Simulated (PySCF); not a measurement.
## Electronic structure of C$_{4}$H$_{4}$AlClS$_{2}$ (SMILES C#C[C@H]1C[S][Al]([Cl])[S]1) in real space

```xyz
12

C     0.7276    2.2798    0.1054
C    -0.0337    1.3701    0.2803
C    -0.8674    0.2133    0.4956
C    -1.1090   -0.5515   -0.8078
S     0.4287   -1.1707   -1.6080
Al    1.4537   -1.4446    0.3307
Cl    3.2977   -2.1812    0.6563
S    -0.0784   -0.8522    1.8092
H     1.3537    3.1092   -0.0416
H    -1.8315    0.5127    0.9174
H    -1.5754    0.1181   -1.5321
H    -1.7647   -1.4038   -0.6312
```

Geometry: GFN2-xTB.

Computed with PBE0/pcSseg-1, SCF density, gas phase, non-relativistic in PySCF.

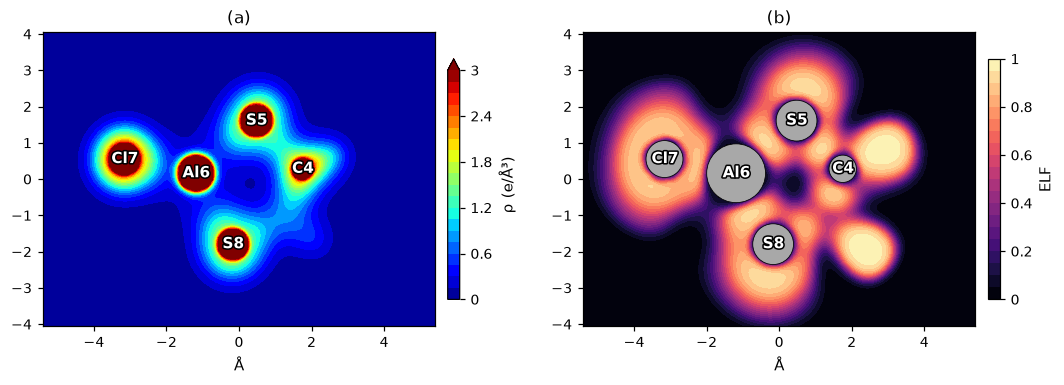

Figure 1. (a) electron density; (b) ELF on the plane of atoms S5, Al6 and Cl7. Grey discs cover the atomic cores in the ELF map.

Question: What does the map show?

Answer:
- The plane passes through C, S, Al and Cl nuclei.
- C–S (1.84 Å): ρ at the midpoint is about 1.2 e/Å³; the ELF peaks at about 0.90 between the atoms; localised, covalent bonding.
- Al–Cl (2.01 Å): ρ at the midpoint is about 0.85 e/Å³; the ELF peaks at about 0.85 in the valence shell of Cl, 0.9 Å from its nucleus, and is about 0.80 at the midpoint.
- Al–S (2.21 Å): the density is about 0.67 e/Å³ at the midpoint; the ELF peaks at about 0.90 in the valence shell of S, 1.0 Å from its nucleus, and is about 0.90 at the midpoint.
- The ELF also peaks beside S8, Cl7 and S5, away from the bonds: lone-pair regions.

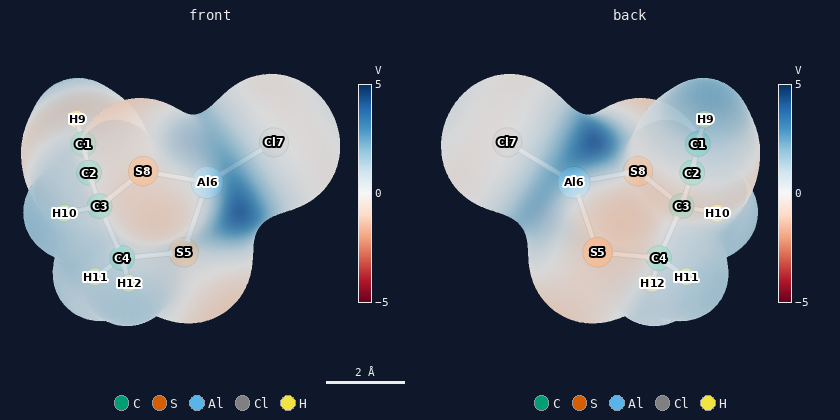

Figure 2. The molecular electrostatic potential painted on the density surface at 0.004 e/bohr³, seen from the front and from behind; red is negative and blue positive.

Question: Where is the surface potential most negative and most positive?

Answer: The most negative region (about −1.0 V) lies over S5 and S8, the most positive (about +3.9 V) over Al6.

Question: How polar is the molecule by this calculation?

Answer: Its dipole moment is 1.59 D.
